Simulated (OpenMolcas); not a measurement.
Multiconfigurational calculation: Tb (part 2 of 2)

Continued. System: Tb. Method: state-averaged CASSCF, active space 9 electrons in the shell 4f, basis ANO-RCC-VTZP, DKH2 scalar Hamiltonian, spin-orbit coupling by RASSI with atomic mean-field integrals (OpenMolcas).

## Log (extracts), continued
```
--- RASSI ---
SPIN-FREE ENERGIES:
  (Shifted by EMIN (a.u.) =     -11698.6037429968)

 SF State       Relative EMIN(au)   Rel lowest level(eV)    D:o, cm**(-1)      L_eff

     1             0.0000000000        0.0000000000              0.0000         5.0
     2             0.0000000000        0.0000000000              0.0000         5.0
     3             0.0000000000        0.0000000000              0.0000         5.0
     4             0.0000000000        0.0000000000              0.0000         5.0
     5             0.0000000000        0.0000000000              0.0000         5.0
     6             0.0000000000        0.0000000000              0.0000         5.0
     7             0.0000000000        0.0000000000              0.0000         5.0
     8             0.0000000000        0.0000000000              0.0000         5.0
     9             0.0000000000        0.0000000000              0.0000         5.0
    10             0.0000000000        0.0000000000              0.0000         5.0
    11             0.0000000000        0.0000000000              0.0000         5.0
    12             0.0309929475        0.8433610654           6802.1657         3.0
    13             0.0309929475        0.8433610654           6802.1657         3.0
    14             0.0309929475        0.8433610654           6802.1657         3.0
    15             0.0309929475        0.8433610654           6802.1657         3.0
    16             0.0309929475        0.8433610654           6802.1657         3.0
    17             0.0309929475        0.8433610654           6802.1657         3.0
    18             0.0309929475        0.8433610654           6802.1657         3.0
    22             0.1024622682        2.7881403543          22487.8685         6.0
    23             0.1024622682        2.7881403543          22487.8685         6.0
    24             0.1024622682        2.7881403543          22487.8685         6.0
    25             0.1024622682        2.7881403543          22487.8685         6.0
    26             0.1024622682        2.7881403543          22487.8685         6.0
    27             0.1024622682        2.7881403543          22487.8685         6.0
    28             0.1024622682        2.7881403543          22487.8685         6.0
    29             0.1024622682        2.7881403543          22487.8685         6.0
    30             0.1024622682        2.7881403543          22487.8685         6.0
    31             0.1024622682        2.7881403543          22487.8685         6.0
    32             0.1024622682        2.7881403543          22487.8685         6.0
    33             0.1024622682        2.7881403543          22487.8685         6.0
    34             0.1024622682        2.7881403543          22487.8685         6.0
    35             0.1036224776        2.8197112618          22742.5051         3.0
    36             0.1036224776        2.8197112618          22742.5051         3.0
    37             0.1036224776        2.8197112618          22742.5051         3.0
    38             0.1036224776        2.8197112618          22742.5051         3.0
    39             0.1036224776        2.8197112618          22742.5051         3.0
    40             0.1036224776        2.8197112618          22742.5051         3.0
    41             0.1036224776        2.8197112618          22742.5051         3.0
    42             0.1042078315        2.8356395522          22870.9754         9.0
    43             0.1042078315        2.8356395522          22870.9754         9.0
Eigenvalues of complex Hamiltonian:
   -----------------------------------
  (Shifted by EMIN (a.u.) =     -11698.6037429968)

 SO State       Relative EMIN(au)   Rel lowest level(eV)    D:o, cm**(-1)     J-value

     1            -0.0236068133        0.0000000000              0.0000         5.2
     2            -0.0236068133        0.0000000000              0.0000         7.0
     3            -0.0236068133        0.0000000000              0.0000         6.9
     4            -0.0236068133        0.0000000000              0.0000         6.2
     5            -0.0236068133        0.0000000000              0.0000         4.4
     6            -0.0236068133        0.0000000000              0.0000         4.6
     7            -0.0236068133        0.0000000000              0.0000         2.7
     8            -0.0236068133        0.0000000000              0.0000         3.8
     9            -0.0236068133        0.0000000000              0.0000         6.4
    10            -0.0236068133        0.0000000000              0.0000         7.0
    11            -0.0236068133        0.0000000000              0.0000         6.4
    12            -0.0236068133        0.0000000000              0.0000         6.8
    13            -0.0236068133        0.0000000000              0.0000         6.2
    14            -0.0236068133        0.0000000000              0.0000         6.7
    15            -0.0236068133        0.0000000000              0.0000         7.0
    16            -0.0236068133        0.0000000000              0.0000         7.2
    17            -0.0104679661        0.3575262462           2883.6436         4.6
    18            -0.0104679661        0.3575262462           2883.6436         4.7
    19            -0.0104679661        0.3575262462           2883.6436         5.5
    20            -0.0104679661        0.3575262462           2883.6436         5.1
    21            -0.0104679661        0.3575262462           2883.6436         5.6
    22            -0.0104679661        0.3575262462           2883.6436         5.2
    23            -0.0104679661        0.3575262462           2883.6436         4.6
    24            -0.0104679661        0.3575262462           2883.6436         4.9
    25            -0.0104679661        0.3575262462           2883.6436         5.5
    26            -0.0104679661        0.3575262462           2883.6436         5.4
    27            -0.0104679661        0.3575262462           2883.6436         5.2
    28            -0.0104679661        0.3575262462           2883.6436         4.3
    29            -0.0104679661        0.3575262461           2883.6436         6.1
    30            -0.0104679661        0.3575262461           2883.6436         6.2
    31            -0.0007857469        0.6209928533           5008.6451         4.3
    32            -0.0007857469        0.6209928534           5008.6451         4.4
    33            -0.0007857469        0.6209928534           5008.6451         4.4
    34            -0.0007857469        0.6209928534           5008.6451         4.8
    35            -0.0007857469        0.6209928534           5008.6451         4.0
    36            -0.0007857469        0.6209928534           5008.6451         3.5
    37            -0.0007857469        0.6209928533           5008.6451         5.2
    38            -0.0007857469        0.6209928534           5008.6451         3.6
    39            -0.0007857469        0.6209928534           5008.6451         4.5
    40            -0.0007857469        0.6209928534           5008.6451         4.4
    41            -0.0007857469        0.6209928533           5008.6451         5.0
Weights of the five most important spin-orbit-free states for each spin-orbit state.

 SO State  Total energy (au)           Spin-free states, spin, and weights
 -------------------------------------------------------------------------------------------------------
    1        -0.023607      11 2.5  0.2616   10 2.5  0.2384    9 2.5  0.1731    8 2.5  0.1351    5 2.5  0.0547
    2        -0.023607       9 2.5  0.2897   10 2.5  0.2175    8 2.5  0.1269    6 2.5  0.1000    7 2.5  0.0819
    3        -0.023607       9 2.5  0.2842   10 2.5  0.2540    7 2.5  0.1688    5 2.5  0.0703    6 2.5  0.0692
    4        -0.023607       7 2.5  0.2105   11 2.5  0.1576    9 2.5  0.1508   10 2.5  0.1248    5 2.5  0.1170
    5        -0.023607       8 2.5  0.2860   11 2.5  0.1824    6 2.5  0.1511    9 2.5  0.1172   10 2.5  0.0999
    6        -0.023607       8 2.5  0.2485    6 2.5  0.1614    9 2.5  0.1468   11 2.5  0.1336   10 2.5  0.1014
    7        -0.023607      11 2.5  0.2555    7 2.5  0.2220   10 2.5  0.1985    5 2.5  0.1284    9 2.5  0.0464
    8        -0.023607       7 2.5  0.2535    5 2.5  0.1853   10 2.5  0.1232   11 2.5  0.1153    8 2.5  0.0943
    9        -0.023607       5 2.5  0.2014    6 2.5  0.1986    8 2.5  0.1296    7 2.5  0.1106    3 2.5  0.1020
   10        -0.023607       4 2.5  0.1740    3 2.5  0.1393    5 2.5  0.1345    6 2.5  0.1263    8 2.5  0.0853
   11        -0.023607       4 2.5  0.2348    3 2.5  0.2168    6 2.5  0.1626    5 2.5  0.1596    2 2.5  0.0611
   12        -0.023607       4 2.5  0.3157    3 2.5  0.3131    1 2.5  0.1566    2 2.5  0.1561   25 1.5  0.0160
```

## Spin-orbit levels, grouped by J and assigned (the lowest 25)

| Configuration | Level | E (cm⁻¹) | LS purity (%) | Landé g |
| --- | --- | --- | --- | --- |
| 4f⁹ 6s² | ⁶H°₁₅/₂ | 0 | 96 | 1.328 |
| 4f⁹ 6s² | ⁶H°₁₃/₂ | 2,884 | 98 | 1.279 |
| 4f⁹ 6s² | ⁶H°₁₁/₂ | 5,009 | 97 | 1.202 |
| 4f⁹ 6s² | ⁶H°₉/₂ | 6,651 | 96 | 1.073 |
| 4f⁹ 6s² | ⁶H°₇/₂ | 7,930 | 96 | 0.831 |
| 4f⁹ 6s² | ⁶F°₁₁/₂ | 8,768 | 97 | 1.450 |
| 4f⁹ 6s² | ⁶H°₅/₂ | 8,902 | 95 | 0.298 |
| 4f⁹ 6s² | ⁶F°₉/₂ | 10,070 | 92 | 1.426 |
| 4f⁹ 6s² | ⁶F°₇/₂ | 11,620 | 94 | 1.388 |
| 4f⁹ 6s² | ⁶F°₅/₂ | 12,830 | 95 | 1.308 |
| 4f⁹ 6s² | ⁶F°₃/₂ | 13,590 | 95 | 1.068 |
| 4f⁹ 6s² | ⁶F°₁/₂ | 14,000 | 94 | -0.628 |
| 4f⁹ 6s² | ⁴F°₉/₂ | 22,680 | 74 | 1.306 |
| 4f⁹ 6s² | ⁴I°₁₅/₂ | 22,830 | 62 | 1.148 |
| 4f⁹ 6s² | ⁴M°₂₁/₂ | 24,760 | 96 | 1.139 |
| 4f⁹ 6s² | ⁴G°₁₁/₂ | 24,860 | 94 | 1.265 |
| 4f⁹ 6s² | ⁴I°₁₃/₂ | 25,810 | 77 | 1.080 |
| 4f⁹ 6s² | ⁴M°₁₉/₂ | 26,090 | 75 | 1.086 |
| 4f⁹ 6s² | J = 17/2 (odd, mixed) | 26,130 | 35 | 1.072 |
| 4f⁹ 6s² | ⁴F°₇/₂ | 26,500 | 68 | 1.192 |
| 4f⁹ 6s² | ⁴M°₁₅/₂ | 27,870 | 61 | 0.910 |
| 4f⁹ 6s² | ⁴I°₁₁/₂ | 28,270 | 87 | 0.954 |
| 4f⁹ 6s² | J = 17/2 (odd, mixed) | 29,270 | 52 | 1.068 |
| 4f⁹ 6s² | ⁴F°₅/₂ | 29,780 | 59 | 0.969 |
| 4f⁹ 6s² | J = 9/2 (odd, mixed) | 29,940 | 46 | 0.972 |

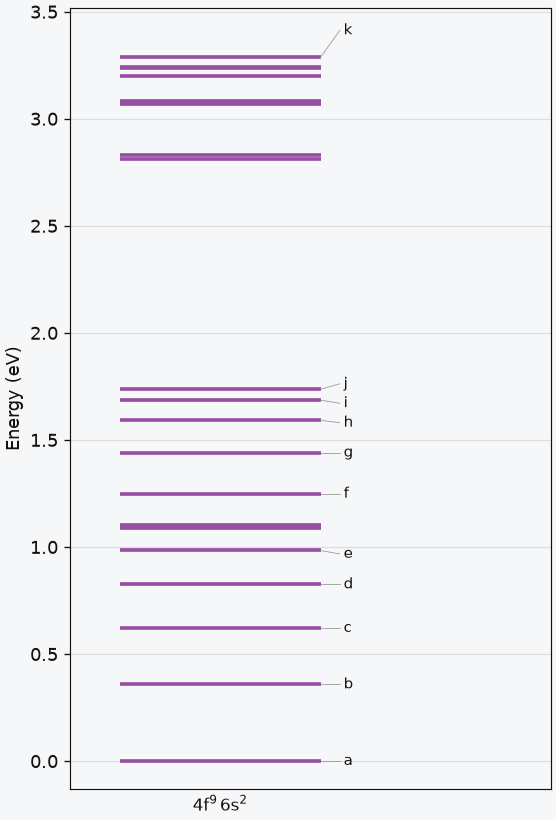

**Figure 1.** The lowest computed levels of neutral terbium, 11 of them lettered. a: 4f⁹ 6s² ⁶H°₁₅/₂ at 0; b: 4f⁹ 6s² ⁶H°₁₃/₂ at 0.358 eV; c: 4f⁹ 6s² ⁶H°₁₁/₂ at 0.621 eV; d: 4f⁹ 6s² ⁶H°₉/₂ at 0.825 eV; e: 4f⁹ 6s² ⁶H°₇/₂ at 0.983 eV; f: 4f⁹ 6s² ⁶F°₉/₂ at 1.25 eV; g: 4f⁹ 6s² ⁶F°₇/₂ at 1.44 eV; h: 4f⁹ 6s² ⁶F°₅/₂ at 1.59 eV; i: 4f⁹ 6s² ⁶F°₃/₂ at 1.69 eV; j: 4f⁹ 6s² ⁶F°₁/₂ at 1.74 eV; k: 4f⁹ 6s² ⁴F°₇/₂ at 3.29 eV.

Outcome of the run: converged.
